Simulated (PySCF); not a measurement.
# Run report: SnH₄Cl₄O₂, geometry relaxation (part 2 of 2)

SnH₄Cl₄O₂ (trans-Sn(H2O)2Cl4); PBE0-D3(BJ)/def2-SVP geometry optimisation, gas phase (PySCF 2.14.0). It belongs to a series of runs on one base structure; here: trans, H2O.

Geometry of the input (Å):
```
Sn 0.0562  -0.0733  0.0116
O  -0.0289  0.1024  2.6724
H  -0.8617  0.4249  3.0989
H  0.8458  0.5033  3.1189
O  0.0001  -0.1421  -2.7108
H  -0.7444  -0.5246  -3.1316
H  0.8396  -0.4109  -3.1234
Cl 2.4675  0.0338  -0.0347
Cl -2.4354  0.0102  0.0362
Cl -0.0217  2.4198  0.1091
Cl -0.0188  -2.4289  -0.0156
```

Trajectory as extended XYZ, continued
```
11
Properties=species:S:1:pos:R:3:forces:R:3 step=14 energy=-60047.29885
Sn   -0.0087    0.0011    0.0206    0.0401  -0.1083  -0.4529
O     0.0398   -0.0447    2.2517   -0.0761   0.1372   0.3643
H    -0.8504    0.2771    2.4800   -0.1006  -0.1836  -0.0022
H     0.6179    0.6966    2.4949    0.1502   0.0137   0.0107
O    -0.0302    0.0151   -2.2849    0.0463  -0.1511   0.0146
H    -0.5620   -0.7635   -2.5270    0.0033   0.0827   0.0704
H     0.8848   -0.2494   -2.4891   -0.0128   0.1377   0.0338
Cl    2.3584   -0.1872   -0.1777    0.0387   0.0144  -0.0347
Cl   -2.3706    0.1848    0.2174   -0.0931   0.0171   0.0253
Cl    0.1892    2.3580    0.3308    0.0758   0.0432  -0.0809
Cl   -0.2033   -2.3588   -0.2868   -0.0718  -0.0029   0.0515
11
Properties=species:S:1:pos:R:3:forces:R:3 step=15 energy=-60047.14453
Sn   -0.0261    0.0093    0.0498    0.2087  -0.3721  -1.2098
O     0.0921    0.0120    2.2111   -0.3025  -0.0673   0.9728
H    -0.8709    0.0902    2.3731   -0.1222  -0.4194   0.1496
H     0.3372    0.9509    2.3021    0.5665   0.2461   0.0982
O    -0.0784   -0.0742   -2.2956    0.4847  -0.0863   0.1072
H    -0.2230   -1.0426   -2.3485   -0.3225   0.1643   0.0670
H     0.8899   -0.0280   -2.4367   -0.2128   0.2295  -0.0200
Cl    2.2570   -0.4971   -0.3741    0.2342   0.0538   0.0439
Cl   -2.2840    0.5053    0.5632   -0.5504   0.0494  -0.1448
Cl    0.5164    2.3020    0.4369    0.0968   0.3643  -0.2489
Cl   -0.5763   -2.2835   -0.3712   -0.0805  -0.1624   0.1847
11
Properties=species:S:1:pos:R:3:forces:R:3 step=16 energy=-60047.28513
Sn   -0.0165    0.0042    0.0338    0.1096  -0.2051  -0.7877
O     0.0663   -0.0231    2.2289   -0.1631   0.1352   0.6954
H    -0.8703    0.1723    2.4250   -0.1302  -0.3090   0.0205
H     0.4832    0.8365    2.4130    0.3185   0.0676   0.0093
O    -0.0558   -0.0202   -2.2874    0.1800  -0.1734   0.0231
H    -0.4003   -0.9193   -2.4532   -0.0981   0.1468   0.1109
H     0.8999   -0.1239   -2.4601   -0.0802   0.1876   0.0423
Cl    2.3154   -0.3554   -0.2772    0.1103   0.0609  -0.0014
Cl   -2.3356    0.3576    0.3929   -0.2627  -0.0103  -0.0591
Cl    0.3583    2.3362    0.3742    0.0814   0.1461  -0.1459
Cl   -0.3947   -2.3300   -0.3203   -0.0655  -0.0463   0.0925
11
Properties=species:S:1:pos:R:3:forces:R:3 step=17 energy=-60047.32461
Sn   -0.0103   -0.0025    0.0167    0.0316  -0.0854  -0.3923
O     0.0564   -0.0382    2.2447   -0.0824   0.2211   0.4375
H    -0.8656    0.1900    2.4656   -0.0755  -0.2166  -0.0250
H     0.5431    0.7721    2.4761    0.1481  -0.0337  -0.0280
O    -0.0421    0.0043   -2.2805    0.0020  -0.1847  -0.0247
H    -0.4777   -0.8407   -2.4994    0.0224   0.1272   0.0735
H     0.8971   -0.1498   -2.4902   -0.0285   0.1100   0.0516
Cl    2.3401   -0.2964   -0.2353    0.0549   0.0371  -0.0258
Cl   -2.3557    0.2919    0.3031   -0.0872  -0.0216  -0.0132
Cl    0.2899    2.3490    0.2962    0.0724   0.0126  -0.0650
Cl   -0.3176   -2.3552   -0.2607   -0.0577   0.0341   0.0113
11
Properties=species:S:1:pos:R:3:forces:R:3 step=18 energy=-60047.34580
Sn   -0.0064   -0.0055    0.0037   -0.0004  -0.0190  -0.1129
O     0.0661   -0.0377    2.2624   -0.1014   0.1433   0.1518
H    -0.8695    0.1438    2.4703    0.0124  -0.1238   0.0080
H     0.5249    0.7912    2.4846    0.0477  -0.0261  -0.0101
O    -0.0513    0.0063   -2.2793    0.0023  -0.0886  -0.0112
H    -0.4612   -0.8521   -2.4905    0.0337   0.0626   0.0268
H     0.8926   -0.1078   -2.4914   -0.0239   0.0533   0.0112
Cl    2.3444   -0.3083   -0.2505    0.0280   0.0121  -0.0345
Cl   -2.3550    0.3002    0.2969   -0.0049  -0.0151   0.0059
Cl    0.3180    2.3432    0.2606    0.0345   0.0126  -0.0279
Cl   -0.3388   -2.3527   -0.2568   -0.0281  -0.0112  -0.0071
11
Properties=species:S:1:pos:R:3:forces:R:3 step=19 energy=-60047.35885
Sn    0.0027   -0.0126   -0.0045   -0.0163   0.0411   0.0658
O     0.0677   -0.0268    2.2735    0.0225   0.0320   0.0106
H    -0.8786    0.0628    2.4877    0.0199  -0.0144  -0.0071
H     0.4646    0.8339    2.4933   -0.0267  -0.0191  -0.0027
O    -0.0591    0.0029   -2.2774   -0.0463  -0.0328  -0.0201
H    -0.4034   -0.8841   -2.4842    0.0292   0.0220  -0.0024
H     0.8860   -0.0258   -2.5083   -0.0005   0.0036   0.0049
Cl    2.3460   -0.3571   -0.2923    0.0036   0.0091  -0.0010
Cl   -2.3378    0.3347    0.3292   -0.0005  -0.0176  -0.0236
Cl    0.3775    2.3347    0.2080    0.0036  -0.0191   0.0087
Cl   -0.3853   -2.3549   -0.2341    0.0115  -0.0049  -0.0331
11
Properties=species:S:1:pos:R:3:forces:R:3 step=20 energy=-60047.35966
Sn    0.0020   -0.0107   -0.0038   -0.0136   0.0194   0.0484
O     0.0757   -0.0243    2.2801   -0.0170  -0.0197  -0.0600
H    -0.8738    0.0455    2.4870    0.0202  -0.0013   0.0209
H     0.4509    0.8479    2.4903   -0.0173   0.0101   0.0038
O    -0.0682   -0.0001   -2.2805    0.0173   0.0286   0.0112
H    -0.3887   -0.8972   -2.4789    0.0009  -0.0190   0.0011
H     0.8793   -0.0112   -2.5037   -0.0092   0.0058  -0.0143
Cl    2.3462   -0.3502   -0.2962   -0.0111   0.0034  -0.0055
Cl   -2.3405    0.3279    0.3264    0.0309  -0.0085  -0.0045
Cl    0.3816    2.3344    0.2192   -0.0172  -0.0079   0.0041
Cl   -0.3830   -2.3524   -0.2553    0.0163  -0.0108  -0.0052
11
Properties=species:S:1:pos:R:3:forces:R:3 step=21 energy=-60047.35987
Sn    0.0025   -0.0107   -0.0028    0.0011  -0.0019   0.0219
O     0.0764   -0.0250    2.2796    0.0008  -0.0254  -0.0535
H    -0.8722    0.0326    2.4922    0.0081   0.0002   0.0177
H     0.4414    0.8527    2.4857   -0.0159   0.0120   0.0079
O    -0.0702    0.0020   -2.2802    0.0157   0.0360   0.0159
H    -0.3806   -0.8999   -2.4726   -0.0032  -0.0277  -0.0061
H     0.8766    0.0004   -2.5064   -0.0062   0.0057  -0.0124
Cl    2.3473   -0.3397   -0.2988   -0.0055   0.0017  -0.0001
Cl   -2.3399    0.3152    0.3236    0.0079  -0.0023  -0.0003
Cl    0.3729    2.3346    0.2252   -0.0155   0.0073   0.0063
Cl   -0.3700   -2.3543   -0.2640    0.0127  -0.0057   0.0027
11
Properties=species:S:1:pos:R:3:forces:R:3 step=22 energy=-60047.36039
Sn    0.0041   -0.0101    0.0001    0.0225  -0.0290  -0.0488
O     0.0834   -0.0274    2.2751    0.0154  -0.0292   0.0049
H    -0.8607   -0.0230    2.5104   -0.0158  -0.0068   0.0021
H     0.4038    0.8675    2.4816    0.0039   0.0164  -0.0022
O    -0.0783    0.0081   -2.2776    0.0087   0.0158   0.0002
H    -0.3489   -0.9082   -2.4647   -0.0074  -0.0105  -0.0016
H     0.8632    0.0498   -2.5195    0.0020   0.0059  -0.0026
Cl    2.3514   -0.3062   -0.3033    0.0027   0.0107   0.0100
Cl   -2.3412    0.2761    0.3142   -0.0203   0.0022   0.0110
Cl    0.3379    2.3396    0.2377   -0.0043   0.0144   0.0068
Cl   -0.3246   -2.3609   -0.2772   -0.0074   0.0102   0.0202
11
Properties=species:S:1:pos:R:3:forces:R:3 step=23 energy=-60047.36081
Sn    0.0044   -0.0091   -0.0005    0.0144  -0.0194  -0.0373
O     0.0859   -0.0315    2.2744    0.0144  -0.0048   0.0082
H    -0.8574   -0.0396    2.5136   -0.0079  -0.0058  -0.0035
H     0.3947    0.8685    2.4787    0.0000   0.0018   0.0007
O    -0.0792    0.0109   -2.2780    0.0035  -0.0020   0.0026
H    -0.3413   -0.9085   -2.4632   -0.0054   0.0000  -0.0053
H     0.8609    0.0619   -2.5235    0.0021   0.0050   0.0005
Cl    2.3528   -0.2958   -0.3028   -0.0006   0.0044   0.0071
Cl   -2.3421    0.2704    0.3155   -0.0143   0.0034   0.0070
Cl    0.3301    2.3419    0.2392   -0.0037   0.0083   0.0092
Cl   -0.3194   -2.3605   -0.2744   -0.0026   0.0092   0.0108
11
Properties=species:S:1:pos:R:3:forces:R:3 step=24 energy=-60047.36114
Sn    0.0041   -0.0077   -0.0021   -0.0011   0.0002  -0.0040
O     0.0905   -0.0355    2.2736   -0.0016   0.0061   0.0090
H    -0.8522   -0.0589    2.5152    0.0048  -0.0014  -0.0040
H     0.3861    0.8685    2.4805   -0.0035  -0.0085  -0.0037
O    -0.0796    0.0130   -2.2785   -0.0014  -0.0068  -0.0028
H    -0.3358   -0.9073   -2.4683    0.0007   0.0099  -0.0010
H     0.8590    0.0742   -2.5271    0.0004  -0.0009   0.0017
Cl    2.3538   -0.2833   -0.3008    0.0008   0.0000  -0.0015
Cl   -2.3440    0.2651    0.3168   -0.0019  -0.0003   0.0022
Cl    0.3178    2.3451    0.2425    0.0025   0.0015   0.0040
Cl   -0.3133   -2.3594   -0.2684    0.0003   0.0002   0.0000
```

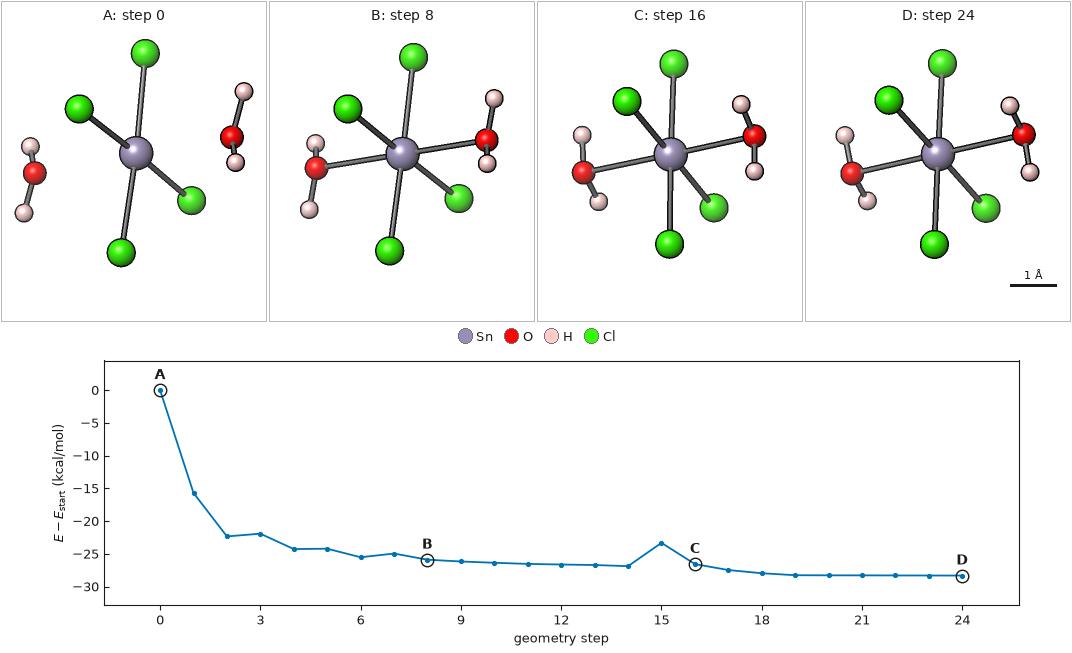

Figure 1. Frames of the relaxation (ball-and-stick view, seen at a tilt) above the curves, on which the letters mark them (steps are counted from 0).

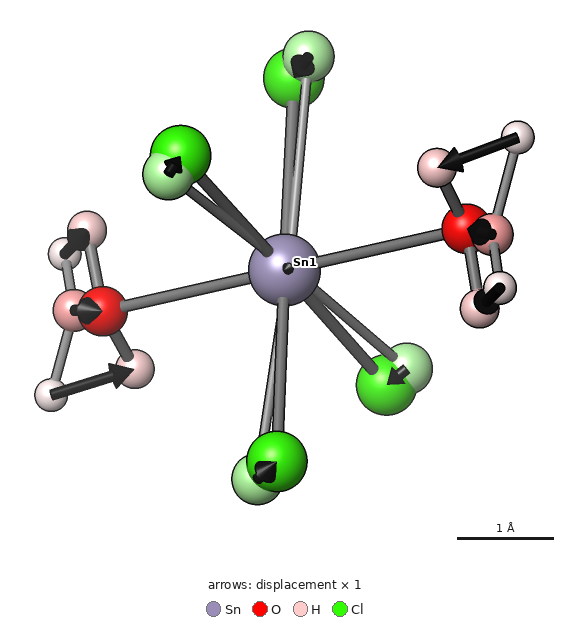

Figure 2. Start (faint) and end (solid) with the displacements as black arrows, at true length (ball-and-stick view, seen at a tilt). The two geometries are laid on each other by the best rigid fit. H6 moves most after the best rigid fit: 0.92 Å. By element the largest moves are H 0.92 Å, O 0.47 Å, Cl 0.38 Å, Sn 0.08 Å. Distances before and after: Sn1–O5 2.724 → 2.278 Å, Sn1–O2 2.668 → 2.278 Å, Sn1–Cl10 2.496 → 2.386 Å, Sn1–Cl9 2.493 → 2.385 Å. Among the angles that change: H3–O2–H4 112.9° → 105.3°, H6–O5–H7 112.5° → 105.3°, Cl8–Sn1–Cl11 94.4° → 90.2°. Over 24 geometry steps the energy falls by 28.3 kcal/mol. The largest force component goes from 3.4 to 0.0099 eV/Å. (Atoms are counted from 1 in the order of the input.)

Key numbers

- outcome: converged
- total energy: −2206.699839 hartree
- dipole moment: 0.08 D
- point group: C2h
- hardware: 1 CPU thread, shared host
- wall time: 5.2 min
- peak memory: 0.62 GiB
